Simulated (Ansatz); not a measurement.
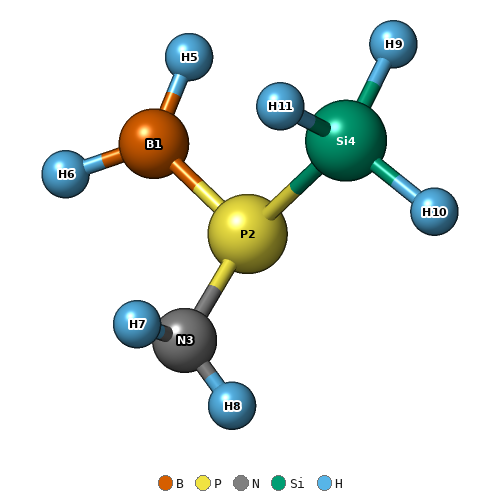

The system is BH7NPSi, SMILES BP(N)[SiH3]; the picture shows the reference structure. 
- First axis: dihedral Si4–P2–N3–H7. Second axis: dihedral H5–B1–P2–Si4.
- Nothing is relaxed (all other coordinates rigid).
- The scan uses a 15 × 15 grid.
- Points are written as (first, second).
- All energies are given in kcal/mol relative to the lowest grid point.
- All numbers below come from RKS r2SCAN-D4/def2-SVP (Ansatz).

Its coordinates:

```xyz
11

B    -1.1426    1.5996    0.0975
P    -0.7081   -0.1676    0.2689
N    -0.0955   -0.5601    1.8212
Si    0.7692   -0.7579   -1.3242
H    -1.3297    2.0009   -1.0253
H    -1.3624    2.2821    1.0662
H     0.8156   -0.1878    2.0775
H    -0.1759   -1.5386    2.0830
H     0.2523   -0.3145   -2.6520
H     0.9194   -2.2443   -1.3117
H     2.1232   -0.1687   -1.0803
```

Range: dihedral Si4–P2–N3–H7 from −180 to 156°; dihedral H5–B1–P2–Si4 from −180 to 156°.

> What landscape does the calculation give?

The lowest grid point is at (60°, 36°). There are further wells near (−108°, 36°) (0.23 kcal/mol above the lowest at that grid point); (60°, −132°) (1.1 kcal/mol above the lowest at that grid point); (−132°, −132°) (1.3 kcal/mol above the lowest at that grid point). The highest grid point, (−60°, 132°), lies 41.8 kcal/mol above the lowest. On the interpolated surface the easiest way out of the lowest well to the well at about (−120°, 40°) passes a barrier of about 5.7 kcal/mol, counted from the interpolated bottom of the well. Round the minimum the two coordinates are nearly uncoupled.

| dihedral H5–B1–P2–Si4 ↓, dihedral Si4–P2–N3–H7 → | −180 | −156 | −132 | −108 | −84 | −60 | −36 | −12 | 12 | 36 | 60 | 84 | 108 | 132 | 156 |
| --- | --- | --- | --- | --- | --- | --- | --- | --- | --- | --- | --- | --- | --- | --- | --- |
| 156 | 27.8 | 23.4 | 21.7 | 22.9 | 26.0 | 29.8 | 32.0 | 30.8 | 26.8 | 23.5 | 23.1 | 26.1 | 31.0 | 34.3 | 32.7 |
| 132 | 32.6 | 29.9 | 30.3 | 33.7 | 38.4 | 41.8 | 40.8 | 37.1 | 33.0 | 30.5 | 31.1 | 34.6 | 38.3 | 38.9 | 36.5 |
| 108 | 22.6 | 21.8 | 22.8 | 25.4 | 27.8 | 28.4 | 27.5 | 25.5 | 23.3 | 22.0 | 22.2 | 23.6 | 24.9 | 25.2 | 24.2 |
| 84 | 11.6 | 10.6 | 10.7 | 11.9 | 13.3 | 14.4 | 14.4 | 13.2 | 11.4 | 10.0 | 9.8 | 10.8 | 12.2 | 13.1 | 12.8 |
| 60 | 5.0 | 3.3 | 2.4 | 2.7 | 4.2 | 5.9 | 6.7 | 6.0 | 4.0 | 2.1 | 1.7 | 2.9 | 5.0 | 6.6 | 6.5 |
| 36 | 4.6 | 2.0 | 0.3 | 0.2 | 1.8 | 4.3 | 5.9 | 5.5 | 3.2 | 0.7 | 0.0 | 1.6 | 4.5 | 6.8 | 6.8 |
| 12 | 10.7 | 7.1 | 5.0 | 4.9 | 6.8 | 9.7 | 12.0 | 11.7 | 9.0 | 6.1 | 5.3 | 7.2 | 10.9 | 13.8 | 13.7 |
| −12 | 21.7 | 17.5 | 15.3 | 15.7 | 18.1 | 21.4 | 23.8 | 23.3 | 20.0 | 16.8 | 16.1 | 18.6 | 23.0 | 26.4 | 25.7 |
| −36 | 32.8 | 28.6 | 27.4 | 29.2 | 32.6 | 36.2 | 37.9 | 35.9 | 31.5 | 28.3 | 28.2 | 31.6 | 36.8 | 40.0 | 38.0 |
| −60 | 30.0 | 28.3 | 29.2 | 32.6 | 36.3 | 37.6 | 36.3 | 33.5 | 30.4 | 28.5 | 28.9 | 31.2 | 33.4 | 33.9 | 32.5 |
| −84 | 18.1 | 17.0 | 17.3 | 19.0 | 21.1 | 22.1 | 21.8 | 20.3 | 18.2 | 16.7 | 16.5 | 17.7 | 19.2 | 20.0 | 19.5 |
| −108 | 8.9 | 7.3 | 6.6 | 7.3 | 9.0 | 10.6 | 11.3 | 10.3 | 8.3 | 6.4 | 6.0 | 7.1 | 9.1 | 10.5 | 10.4 |
| −132 | 5.4 | 2.9 | 1.3 | 1.5 | 3.2 | 5.7 | 7.2 | 6.6 | 4.2 | 1.8 | 1.1 | 2.5 | 5.3 | 7.4 | 7.4 |
| −156 | 8.1 | 4.7 | 2.6 | 2.5 | 4.5 | 7.5 | 9.8 | 9.5 | 6.7 | 3.8 | 2.9 | 4.7 | 8.2 | 10.9 | 10.8 |
| −180 | 16.4 | 12.4 | 10.1 | 10.3 | 12.6 | 16.1 | 18.7 | 18.3 | 15.2 | 11.9 | 11.1 | 13.4 | 17.5 | 20.7 | 20.2 |

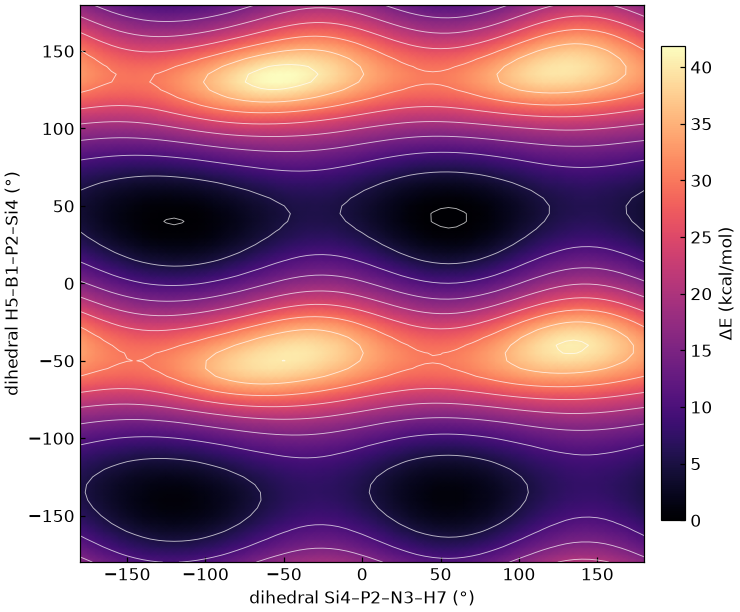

In the figure: a smooth colour map with a few white contour lines. Between grid points the surface is interpolated.

Time for the 225 points that were run: 23 min on 1 thread of Arm Neoverse V2, with other jobs on the host.
